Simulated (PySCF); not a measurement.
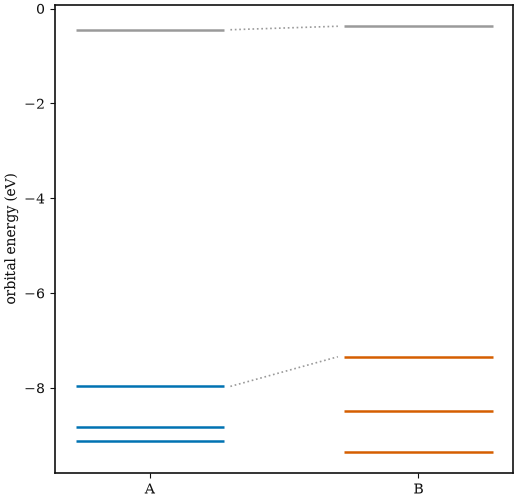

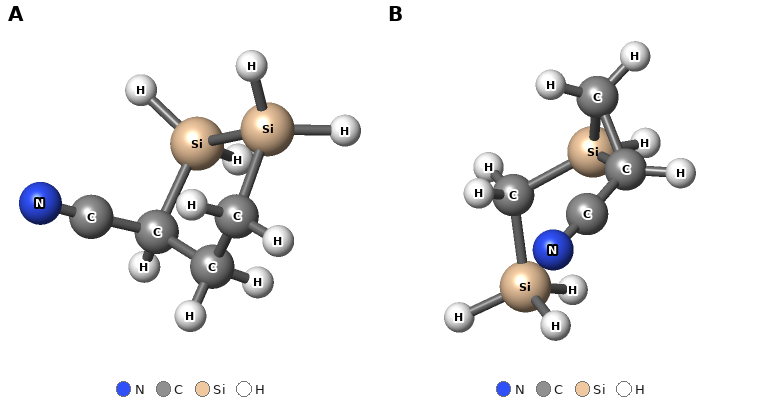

Related molecules: A is C₄H₉NSi₂, SMILES N#C[C@@H]1CC[SiH2][SiH2]1; B is C₄H₉NSi₂, SMILES N#C[C@@H]1C[Si@@H]1C[SiH3]. Frontier orbital energies, PBE0/def2-SVPD, PySCF 2.14.0, at a PBE0-D3(BJ)/def2-SVP geometry (no frequency check); drawn are at most three filled levels and, in grey, the LUMO with any level within 0.03 eV of it; dotted lines join the HOMOs and the LUMOs.

Question: What does the change do to the frontier levels?

Answer: From A to B the HOMO rises by 0.63 eV and the LUMO rises by 0.07 eV, so the separation goes from 7.52 to 6.97 eV.

Question: Does the ΔSCF ionisation energy follow the HOMO?

Answer: A: −ε(HOMO) 7.97, ΔSCF 9.72 eV; B: −ε(HOMO) 7.34, ΔSCF 9.16 eV.

Caveats, for all or some of the runs: one conformer of a flexible molecule.
